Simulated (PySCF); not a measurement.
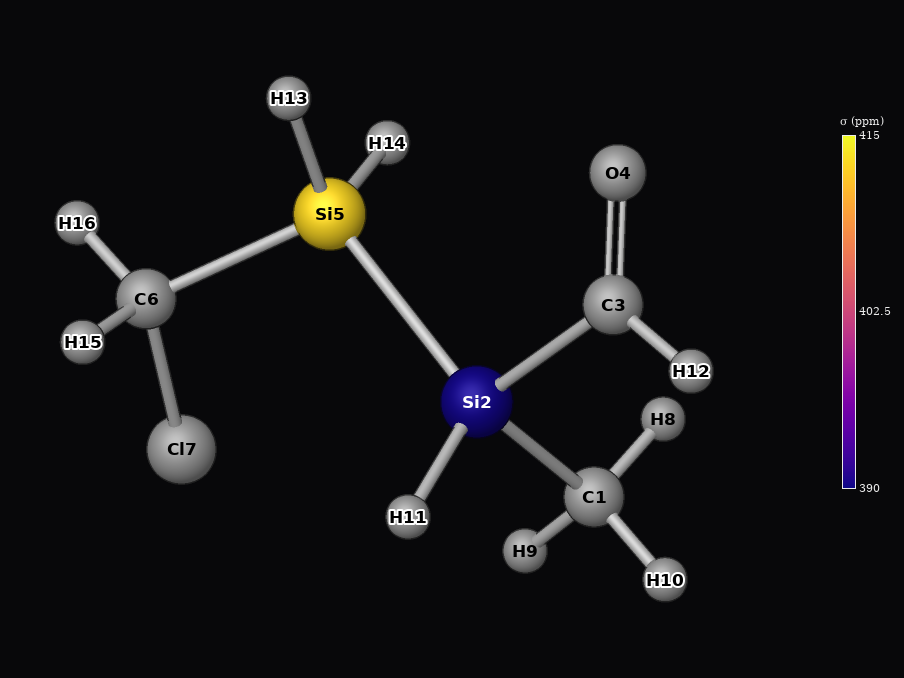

Atoms are coloured by their isotropic NMR shieldings (Si only, the others grey). The geometry was computed by an optimisation with GFN2-xTB. No frequency run is at hand to confirm it as a minimum. Properties computed with GIAO PBE0/pcSseg-1 NMR shielding, non-relativistic, gas phase (PySCF 2.14.0).

List the isotropic NMR shieldings of the Si atoms.

| atom | σ (ppm) |
| --- | --- |
| Si2 | 390.2 |
| Si5 | 413.0 |

The geometry is semi-empirical. Around Si such bond lengths and angles can be off by a tenth of an ångström or more and by several degrees, and values that hang on the shape move with them.
